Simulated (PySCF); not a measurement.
System: C3H9NSi (SMILES CN[SiH]1CC1).

```
atom    x (Å)    y (Å)    z (Å)
   C  -2.2827   0.0643   0.3754
   N  -1.1013  -0.5636  -0.1715
  Si   0.2809   0.3383  -0.6454
   C   1.6482   0.5016   0.6320
   C   1.9092  -0.5673  -0.4465
   H  -2.9301   0.4973  -0.3964
   H  -2.8640  -0.6663   0.9409
   H  -1.9758   0.8618   1.0484
   H  -1.3417  -1.3713  -0.7283
   H   0.1612   1.3750  -1.6634
   H   2.3157   1.3513   0.6163
   H   1.5150   0.1231   1.6356
   H   1.9404  -1.5888  -0.0972
   H   2.7246  -0.3559  -1.1221
```

Geometry: GFN2-xTB.

Method: PBE0/pcSseg-1, SCF density, gas phase, non-relativistic in PySCF.

Question: What can the converged electron density and electron localisation function tell about the bonding?

Answer: C–N (1.45 Å): the density is about 1.9 e/Å³ at the midpoint; the ELF peaks at about 0.95 between the atoms (localised, covalent bonding).
C–C (1.54 Å): ρ is about 1.5 e/Å³ halfway; the ELF peaks at about 0.90 between the atoms; a covalent bond.
N–H (1.01 Å): ρ at the midpoint is about 2.8 e/Å³; the ELF climbs to about 1 towards the hydrogen, as it does in any bond to H; a covalent bond by its length.
C–H (1.09 Å): ρ is about 2 e/Å³ halfway; the ELF climbs to about 1 towards the hydrogen; an ordinary covalent bond to hydrogen.

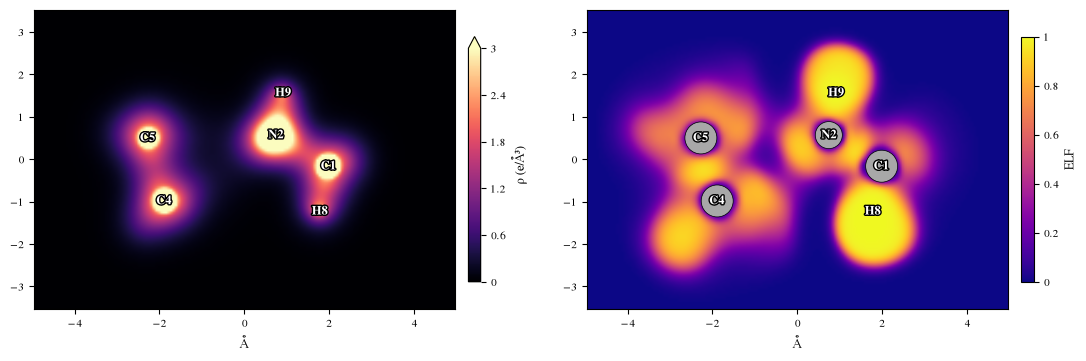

Computed electron density and electron localisation function on the plane of atoms N2, C1 and H8, in this order. Grey discs cover the atomic cores in the ELF map. 
